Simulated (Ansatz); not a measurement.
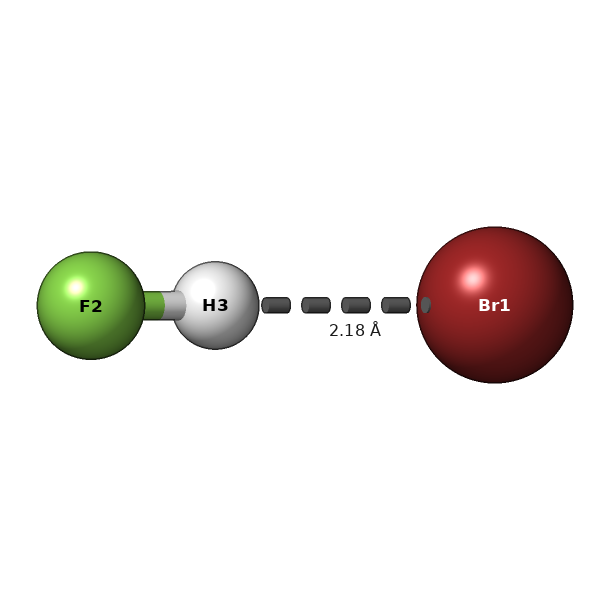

Two molecules or ions; the broken line marks their closest contact (measured against van der Waals radii). Charge −1, singlet. Geometry: a pair of rigid molecules at a changed separation. Program: Ansatz 0.2.0.

Which two species are they?

Br and HF (`F.[Br-]`).

Give the counterpoise-corrected interaction energy (kcal/mol, monomers kept as in the pair) with RHF-CCSD(T) (frozen core)/def2-TZVPPD; ωB97M-V/def2-TZVPPD.

| level | interaction energy (kcal/mol) |
| --- | --- |
| RHF-CCSD(T) (frozen core)/def2-TZVPPD | −20.5 |
| ωB97M-V/def2-TZVPPD | −21.6 |
